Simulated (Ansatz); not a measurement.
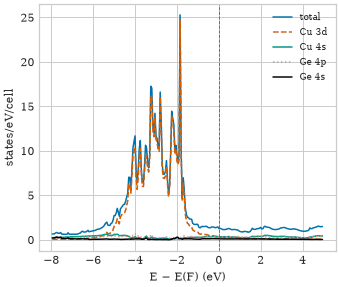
Total and projected density of states of Cu₃Ge in space group P-6m2 (No. 187; Cu on 1b, Cu on 2i, Ge on 1a), DFT-PBEsol in the program Ansatz with PAW potentials

Question: Which orbitals carry the states next to the Fermi level?

Answer: Within 0.5 eV of the Fermi level: Cu 3d 27 %, Ge 4p 26 %, Cu 4s 26 %, Ge 4s 8 %, outside the projected shells 13 %. Projections are on Löwdin-orthogonalised atomic valence shells; empty p or d shells of many metals are not among them.

Question: Where is the tallest occupied peak in this window, and what makes it?

Answer: Near -1.8 eV, about 25 states/eV per cell; the largest projected share is Cu 3d.

The workflow started from a Materials Project entry (that database holds measured and hypothetical structures alike); the Crystallography Open Database copy checked does not list it. Its standing as an ambient phase is unchecked. The cell was relaxed with PBEsol under the symmetry of its start; its stability against distortions is not shown here. No spin polarisation was allowed. Scalar-relativistic: spin–orbit coupling is off unless named, which matters more the heavier the elements.

Potentials: the later of the program's two PAW sets.
